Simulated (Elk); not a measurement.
Band structure of Sc (Fd-3m, 2 atoms in the cell).

```
Sc
1.0
    0.00000     3.12231     3.12231
    3.12231     0.00000     3.12231
    3.12231     3.12231     0.00000
Sc
2
Direct
  0.75000   0.75000   0.75000
  0.50000   0.50000   0.50000
```

Method of the run: PBE, all-electron FP-LAPW, Elk's shipped species files, APW+lo basis with extra local orbitals run with Elk.

Settings: xctype = 20; rgkmax = 8; stype = 3; swidth = 0.00367493 Ha; ngridk = 7 7 7; gmaxvr = 16 1/bohr; nxlo = 2; lorbcnd = true; lmaxi = 3.

The starting cell was generated: these elements placed on a structure prototype, without a prior relaxation; it need not be a known phase or ordering of this composition. Its lattice was rescaled by a random factor within 2.5 % of one. Values depend on the basis (sphere radii, cutoffs, local orbitals), which need not be converged.

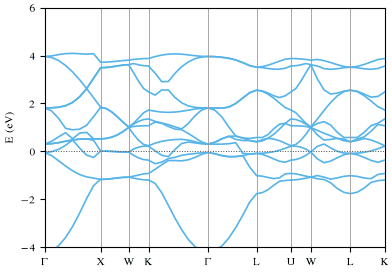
Figure: Bands along the path, energies from the Fermi level.

Levels in eV from the Fermi level, bands 8 to 15:
```csv
point,8,9,10,11,12,13,14,15
Γ,-27.97,-4.22,-0.05,-0.05,0.30,0.30,0.30,1.81
X,-27.84,-1.18,-1.18,0.01,0.01,0.52,0.52,1.84
W,-27.84,-1.08,-1.08,-0.03,-0.03,1.00,1.00,1.01
K,-27.83,-1.20,-0.93,-0.37,0.21,0.23,1.07,1.35
L,-27.91,-1.77,-1.02,-0.09,-0.09,0.40,0.40,0.58
U,-27.83,-1.20,-0.93,-0.37,0.21,0.23,1.07,1.35
```

Bands cross the Fermi level along this path, so the cell is metallic at this level.
